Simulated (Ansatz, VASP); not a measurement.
**Al: VASP beside Ansatz**

One calculation is typed for both programs; each brings its own data sets and cutoff. How far apart do they land? The cell comes out of the VASP series on this material, whose earlier steps may have relaxed, scaled or displaced it; both programs get it as it stands.

Calculated with Ansatz 0.2.0; plane waves, with VASP 6.6.1 beside it; relaxation of cell and atoms at r2SCAN.

### Step 1. The structure

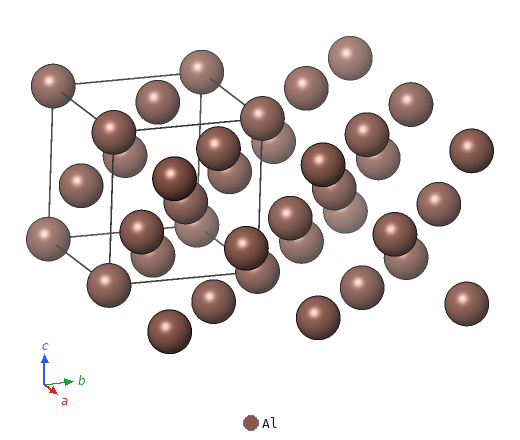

The starting structure, seen slightly off an axis (aluminium brown). 2×2×1 cells are drawn. This picture shows the conventional cell, with its axes. Some periodic images of atoms are drawn too.

### Step 2. Ansatz: relaxation of cell and atoms, r2SCAN

Ansatz runs on its default PAW (the set named soft_2) files.

The relaxed volume is the usual yardstick between codes: its relative difference is about their pressure difference at one cell divided by the bulk modulus.

Input file input.yaml:

```yaml
crystal:
  lattice:
    - [0.0, 1.9954508394, 1.9954508394]
    - [1.9954508394, 0.0, 1.9954508394]
    - [1.9954508394, 1.9954508394, 0.0]
  atoms:
    - { symbol: Al, position: [0.0, 0.0, 0.0] }
hamiltonian:
  xc: r2scan
  pseudopotentials: { kind: paw }
kpoints:
  mp_grid: { grid: [12, 12, 12] }
scf:
  occupations: { method: methfessel_paxton, width: 0.1 }
relax:
  f_tol: 0.01
  max_steps: 60
  cell: { stress_tol: 0.05 }
output:
  forces: true
  stress: true
```

The run is started by

```
$ ansatz run input.yaml --threads 4 --pin off --max-ram 9216MiB --backend cpu --events-out ev --progress --plain --runs-dir out
```

Numbers of over 12 decimals in the logs are rounded to 6 here.

The program printed:

```text
Engine: ansatz 0.2.0, x86_64-unknown-linux-gnu
Pseudopotentials: kind: paw
Pseudopotential: Al, paw, valence charge 3, recommended cutoff 500 eV (meta_gga), Al.paw.azcp
Functional definition: r2SCAN
  parameter k0 = 0.174
  parameter k1 = 0.065
  parameter a1 = 4.9479
  exchange = r2scan_x(k0 = k0, k1 = k1, a1 = a1)
  correlation = r2scan_c
Crystal: 1 atoms, lattice volume = 15.891 Å³
Basis set: ecut = 500 eV, 411 PW (Γ), exchange–correlation on 96×96×96 points (64 copies of the dense FFT grid, shifted against one another)
Bands: 6, of which v1, the nominal top of the filled ones, is band 2 counted from 1 (1 counted from 0)
Symmetry: 48 space group operations
Space group: Fm-3m (ITA 225), of the structure as read, at distance tolerance 2.5e-5 Å
k-points: 72 of 1728
Non-local potential: Al, projectors of the file, l = 0: 2, l = 1: 2, l = 2: 1
PAW form: soft (Blöchl's): semilocal exchange-correlation on the pseudo side does not see the compensation charge
PAW frozen core: Al, regenerated for the run's functional (the file was generated under x = pbe(κ = 0.804, μ = 0.219515), c = pbe(β = 0.066725))
PAW one-centre angular grid: Al, 302 points (default); XC on 160 Gauss nodes
Initial density: superposition of atomic densities (neutral atoms: chi_scale 0, normalization atom), corrected by the library's trained network
Initial wavefunctions: pseudopotential atomic-orbital guess
Functional: x = r2scan, c = r2scan; τ floored in thin density (d = 2e-4 eV/Å³)
SCF iter   1: F=—  HF=-540.407569 eV  |F-HF|=—  |Δ(HF+E_count)|=         —  Δρ=3.10e-3  dr2=1.64e-3  dr2_τ=4.95e-3  ethr=1.77e-3  ⟨swp⟩=4.9  Hψ=3735  notcnv=0
preconditioner: auto → none  [insulator: Δε(μ)=0.142 eV  Ē_g=14.462 eV  σ=0.100 eV  W_gap=0.55  n_scr=0 (ndim 8)  ℏωp=16.1 eV  f_vac=0.000  D(μ)=0.62/eV (n_scr^D=0)  ε∞_Penn≈2.2]
SCF iter   2: F=—  HF=-540.414842 eV  |F-HF|=—  |Δ(HF+E_count)|=   7.27e-3  S|Δr|=    0.00e0  Δρ=2.24e-3  dr2=8.62e-4  dr2_τ=2.59e-6  ethr=5.47e-5  ⟨swp⟩=2.0  Hψ=1403  notcnv=0  defer=37
SCF iter   3: F=—  HF=-540.414781 eV  |F-HF|=—  |Δ(HF+E_count)|=   6.16e-5  S|Δr|=    0.00e0  Δρ=1.21e-3  dr2=2.44e-4  dr2_τ=7.39e-7  ethr=2.87e-5  ⟨swp⟩=1.0  Hψ=395  notcnv=0  defer=37
SCF iter   4: F=—  HF=-540.414767 eV  |F-HF|=—  |Δ(HF+E_count)|=   1.35e-5  S|Δr|=    0.00e0  Δρ=4.33e-4  dr2=3.06e-5  dr2_τ=3.96e-8  ethr=8.15e-6  ⟨swp⟩=1.0  Hψ=395  notcnv=0  defer=37
SCF iter   5: F=—  HF=-540.414766 eV  |F-HF|=—  |Δ(HF+E_count)|=   1.12e-6  S|Δr|=    0.00e0  Δρ=8.38e-5  dr2=1.14e-6  dr2_τ=1.22e-9  ethr=1.02e-6  ⟨swp⟩=1.0  Hψ=395  notcnv=0  defer=37
SCF iter   6: F=-540.414766 eV  HF=-540.414766 eV  |F-HF|=1.41e-9  |Δ(HF+E_count)|=   5.08e-8  S|Δr|=    0.00e0  Δρ=1.08e-5  dr2=1.90e-8  dr2_τ=2.31e-11  ethr=3.33e-9  ⟨swp⟩=2.7  Hψ=1188  notcnv=0
SCF 1 converged in 6 iterations: F = -540.414766 eV  dr2 = 1.90e-8
  greatest PAW one-centre occupation: 0.437 electrons in one spin orbital (limit 2), on the Al atom at site 0 (counted from 0), in its partial waves of l = 0
relax step   1: F+E_penalty+E_count = -540.41476621 eV  Δ(F+E_penalty+E_count) = +0.000e0 eV  max|allowed force component| = 0.000e0 eV/Å  Δτ_max = 0.0000 Å  P = +0.352 GPa  Ω = 15.891 Å³  (6 SCF iters, dr2 threshold 1.00e-7 eV, accepted)
[...]
relax step   2: F+E_penalty+E_count = -540.41483631 eV  Δ(F+E_penalty+E_count) = -7.010e-5 eV  max|allowed force component| = 0.000e0 eV/Å  Δτ_max = 0.0000 Å  P = -0.019 GPa  Ω = 15.960 Å³  energy of the carried Pulay correction = -1.480e-6 eV  (3 SCF iters, dr2 threshold 1.00e-7 eV, accepted)
[...]
relax step   3: F+E_penalty+E_count = -540.41483793 eV  Δ(F+E_penalty+E_count) = -1.627e-6 eV  max|allowed force component| = 0.000e0 eV/Å  Δτ_max = 0.0000 Å  P = -0.019 GPa  Ω = 15.960 Å³  stress off target by 1.87e-2 GPa  SCF on the basis re-selected at this cell (its energy is not comparable with the rows above)  (3 SCF iters)
basis re-selected at this cell: Δ(F+E_penalty+E_count) = -1.627e-6 eV, ΔP = -0.000 GPa vs the last step (what re-selecting the basis moved, of the pressure what is left beyond the Pulay correction that the steps carried, after the strain that the cell walked since its last selection, with what the two solves' SCF thresholds leave and, on support functions, any second-order correction that the steps lacked; it is no measure of the basis error at this ecutwfc). This SCF's stress stands 1.87e-2 GPa from its target on what of the cell is left free (relax.cell.stress_tol is 5.00e-2 GPa) and its largest allowed force component is 0.00e0 eV/Å (relax.f_tol is 1.00e-2 eV/Å): [rest of the remark cut]
SCF converged after 3 iterations
Stability not checked: this state was not tested for a lower state beside it, because cold or Methfessel-Paxton smearing, or corrected tetrahedra, fill the levels in a way that the test cannot read (fill_not_monotonic; see scf.lower_state_search)
Free energy (F): -540.414838 eV
Harris-Foulkes:  -540.414838 eV  (|F-HF|=1.58e-11)
Internal energy: -540.414377 eV  (E = F + TS)
E sigma→0 (E₀):  -540.414723 eV
Entropy (-TS):   -0.000461 eV (-0.461 meV/atom)
Fermi energy:    8.207178 eV
--- Per-component energies (eV) ---
  E_band       = 10.537138
  E_kinetic    = 23.486437
  E_local      = 10.758534  (includes V_loc(G=0)·N_el)
  E_nonlocal   = 9.627644
  E_hartree    = 0.125447
  E_xc         = -36.899624
  E_vxc        = -31.398150  (∫ρ·V_xc dr)
  E_paw        = -473.117899  (= ΣΔE_a)
  E_vpaw       = -3.414752  (= ΣTr[D̂ρ^β])
  E_aug_tail   = -0.000001  (compensation charges beyond the density's cutoff)
  E_vtau       = 1.226531  (kinetic-family band-sum trace: ∫τ·v_τ [+ j·A + Jᵃ·Aᵃ] dr)
  E_ewald      = -74.334807
  E_core_change = -0.060108  (= ΣΔE_core)
  E_smearing   = -0.000461  (= −TS)
  E_closure    = -0.000000  (closes the sum)
  Σ components = -540.414838   (vs F -540.414838, Δ=0.00e0)
--- Forces (eV/Å), atoms counted from 1 ---
  atom   1  Al     0.00000000     0.00000000    -0.00000000
  max |Σ_I F_I| component: 2.89e-34 eV/Å
--- Stress (GPa, compression-positive) ---
       -0.018696       0.000000       0.000000
        0.000000      -0.018696       0.000000
        0.000000       0.000000      -0.018696
  P = ⅓ Tr σ = -0.0187 GPa (-0.187 kbar)
--- Relaxed structure (2 steps of the walk, 2 accepted, 1 SCFs on fresh bases) ---
  F+E_penalty+E_count = -540.41483793 eV   max|allowed force component| = 0.000e0 eV/Å   (the final SCF, on the basis selected at the relaxed cell)
  cell:  # Å, volume = 15.9601 Å³
    - [0, 1.998335, 1.998335]
    - [1.998335, 0, 1.998335]
    - [1.998335, 1.998335, 0]
  atoms:
    - { symbol: Al, position: [0.0, 0.0, 0.0] }
```

Run time: 2.5 s. Hardware: 4 threads of AMD EPYC 7R43, shared host; peak memory 0.34 GiB; 6.6 s of CPU time.

### Step 3. VASP: relaxation of cell and atoms, r2SCAN

The same cell, functional, mesh and smearing now go to VASP, with its own data sets and cutoff.

Lines of VASP's logs that name or quote its potential files are left out, and so is its time.

Input file INCAR:

```
SYSTEM = Al
PREC = Accurate
ENCUT = 450
EDIFF = 1E-06
NELM = 100
ISMEAR = 1
SIGMA = 0.1
LREAL = .FALSE.
ALGO = Normal
METAGGA = R2SCAN
LASPH = .TRUE.
LORBIT = 11
LWAVE = .FALSE.
LCHARG = .FALSE.
KPAR = 2
IBRION = 2
NSW = 50
ISIF = 3
EDIFFG = -0.01
```

Input file POSCAR:

```
Al
1.0
    0.0000000000      1.9954508394      1.9954508394
    1.9954508394      0.0000000000      1.9954508394
    1.9954508394      1.9954508394      0.0000000000
Al
1
Direct
    0.0000000000      0.0000000000      0.0000000000
```

Input file KPOINTS:

```
Automatic mesh
0
Gamma
12 12 12
0 0 0
```

The projector-augmented-wave data sets are Al (PBE family, release 64).

The run is started by

```
$ mpirun -np 2 vasp_std
```

The program printed:

```text
[banner, memory and clock lines left out]
running    2 mpi-ranks, on    1 nodes
 distrk:  each k-point on    1 cores,    2 groups
 distr:  one band on    1 cores,    1 groups

 POSCAR found type information on POSCAR Al
 POSCAR found :  1 types and       1 ions
|                                                                             |
|               ----> ADVICE to this user running VASP <----                  |
|                                                                             |
|     You enforced a specific xc type in the INCAR file but a different       |
|     [... a line on the potential file left out ...]
|     I HOPE YOU KNOW WHAT YOU ARE DOING!                                     |
|                                                                             |

 LDA part: xc-table for (None), standard interpolation
 POSCAR, INCAR and KPOINTS ok, starting setup
 FFT: planning ... GRIDC
 FFT: planning ... GRID_SOFT
 FFT: planning ... GRID
 WAVECAR not read
 entering main loop
       N       E                     dE             d eps       ncg     rms          rms(c)
DAV:   1    -0.497536679578E+01   -0.49754E+01   -0.88922E+02   795   0.302E+02
DAV:   2    -0.690789176949E+01   -0.19325E+01   -0.18187E+01   970   0.296E+01
DAV:   3    -0.692038947354E+01   -0.12498E-01   -0.12498E-01   945   0.290E+00
DAV:   4    -0.692044223967E+01   -0.52766E-04   -0.52766E-04   950   0.186E-01
DAV:   5    -0.692044269090E+01   -0.45123E-06   -0.45119E-06   980   0.150E-02    0.307E+00
DAV:   6    -0.674263470495E+01    0.17781E+00   -0.64037E-02   915   0.164E+00    0.192E+00
DAV:   7    -0.674255323417E+01    0.81471E-04   -0.45286E-03   825   0.969E-01    0.512E-01
DAV:   8    -0.674254475892E+01    0.84753E-05   -0.80099E-05   920   0.128E-01    0.966E-02
DAV:   9    -0.674243869598E+01    0.10606E-03   -0.39308E-05   830   0.677E-02    0.109E-01
DAV:  10    -0.674247205554E+01   -0.33360E-04   -0.19647E-06   910   0.127E-02    0.555E-03
DAV:  11    -0.674247156097E+01    0.49457E-06   -0.59457E-09   440   0.916E-04
   1 F= -.67424716E+01 E0= -.67423134E+01  d E =-.674247E+01
 curvature:   0.00 expect dE= 0.000E+00 dE for cont linesearch  0.000E+00
 trial: gam= 0.00000 g(F)=  0.000E+00 g(S)=  0.731E-06 ort = 0.000E+00 (trialstep = 0.100E+01)
 search vector abs. value=  0.731E-06
 reached required accuracy - stopping structural energy minimisation
```

Parts of OUTCAR (step 3):

```text
ion  position               nearest neighbor table
   1  0.000  0.000  0.000-

  LATTYP: Found a face centered cubic cell.
 ALAT       =     3.9909016788

 Subroutine GETGRP returns: Found 48 space group operations
 (whereof 48 operations were pure point group operations)

The static configuration has the point symmetry O_h .

 Found     72 irreducible k-points:

   k-points           NKPTS =     72   k-points in BZ     NKDIM =     72   number of bands    NBANDS=      5

   dimension x,y,z NGX =    20 NGY =   20 NGZ =   20
   dimension x,y,z NGXF=    40 NGYF=   40 NGZF=   40

   ENCUT  =  450.0 eV  33.07 Ry    5.75 a.u.   4.88  4.88  4.88*2*pi/ulx,y,z

   NELECT =       3.0000    total number of electrons

 k-points in reciprocal lattice and weights: Automatic mesh
   0.00000000  0.00000000  0.00000000       0.001
   0.08333333  0.00000000  0.00000000       0.005
   0.16666667  0.00000000  0.00000000       0.005
   0.25000000  0.00000000  0.00000000       0.005
   0.33333333  0.00000000  0.00000000       0.005
   0.41666667  0.00000000  0.00000000       0.005
   0.50000000  0.00000000  0.00000000       0.002
   0.08333333  0.08333333  0.00000000       0.003
   0.16666667  0.08333333  0.00000000       0.014
[...]
-0.33333333  0.50000000  0.16666667       0.007
  -0.25000000  0.50000000  0.25000000       0.003

 average (electrostatic) potential at core
       1 -75.1147

 E-fermi :   8.2976

 k-point     1 :       0.0000    0.0000    0.0000
  band No.  band energies     occupation
      1      -3.6933      2.00000
      2      21.9518      0.00000
      3      21.9518      0.00000
      4      21.9518      0.00000
      5      24.1602      0.00000

 k-point     2 :       0.0833    0.0000    0.0000
  band No.  band energies     occupation
      1      -3.4878      2.00000
      2      19.2489      0.00000
      3      21.4618      0.00000
      4      21.4618      0.00000
      5      24.6464      0.00000

 k-point     3 :       0.1667    0.0000    0.0000
  band No.  band energies     occupation
      1      -2.8730      2.00000
      2      15.6203      0.00000
      3      20.7726      0.00000
      4      20.7726      0.00000
      5      24.3714      0.00000

  Total        0.0022480      0.0022480      0.0022480     -0.0000000     -0.0000000      0.0000000
  in kB        0.2266487      0.2266487      0.2266487     -0.0000000     -0.0000000      0.0000000
  external PRESSURE =       0.2266487 kB  Pullay stress =       0.0000000 kB

  energy-cutoff  :      450.00
  volume of cell :       15.89
      direct lattice vectors                 reciprocal lattice vectors
     0.000000000  1.995450839  1.995450839    -0.250569941  0.250569941  0.250569941
     1.995450839  0.000000000  1.995450839     0.250569941 -0.250569941  0.250569941
     1.995450839  1.995450839  0.000000000     0.250569941  0.250569941 -0.250569941

 POSITION                                       TOTAL-FORCE (eV/Angst)
 -----------------------------------------------------------------------------------
      0.00000      0.00000      0.00000         0.000000      0.000000      0.000000
 -----------------------------------------------------------------------------------
    total drift:                                0.000000      0.000000     -0.000000

  FREE ENERGIE OF THE ION-ELECTRON SYSTEM (eV)
  ---------------------------------------------------
  free  energy   TOTEN  =        -6.7424715610 eV

  energy  without entropy=       -6.7419971068  energy(sigma->0) =       -6.74231341

 reached required accuracy - stopping structural energy minimisation

 total charge
# of ion       s       p       d       tot
------------------------------------------
    1        0.418   0.368   0.000   0.786

[... 3 further parts left out ...]
```

CONTCAR:

```
Al
   1.00000000000000
     0.0000000000000000    1.9954508393999999    1.9954508393999999
     1.9954508393999999    0.0000000000000000    1.9954508393999999
     1.9954508393999999    1.9954508393999999    0.0000000000000000
  Al
     1
Direct
     0.0000000000000000    0.0000000000000000    0.0000000000000000
```

### Step 4. Differences

Known differences besides the PAW data sets themselves: VASP keeps PBE cores, Ansatz makes them for the functional; both relaxations stop at a tolerance, which leaves soft axes loose, and VASP keeps its plane-wave basis; the cutoff is 500 eV in Ansatz and 450 eV in VASP; Ansatz adds a Pulay correction to the stress that steers its cell, VASP none. Total energies have different zeros and are not compared.

Both answers:

```
                                         quantity  Ansatz   VASP  difference
                                      volume (Å³)   15.96  15.89     +0.43 %
edge a after relaxation, in the typed setting (Å)   2.826  2.822     +0.15 %
```

The walks stopped with -0.02 GPa left in Ansatz and 0.02 GPa in VASP; each walk ends within a tolerance, so the volume difference is uncertain by about these residues over the bulk modulus, most in soft cells.

### Step 5. Summary of results

| Property | Result |
| --- | --- |
| difference in volume (relaxation of cell and atoms, r2SCAN) | 0.43 % |

**Reading.** The difference in volume is 0.43 % (relaxation of cell and atoms, r2SCAN), within the 1.2 % picked in this series as the mark of a large difference, as far as the stopping tolerances let one tell. Differences of this kind measure data sets and numerical settings, not the functional's error against experiment.

[Lines on the potential files, build, host, timing and source positions are cut from VASP's logs without a mark.]

[Logs are printed without paths, hosts, clocks, repeated set-up lines and the standing remarks that a program may print on its own settings, such as how far it seeks lower states.]

[Hosts, paths, dates, database ids (printed as entryN), source tags and the programs' standing remarks are cut or masked in the printed files.]
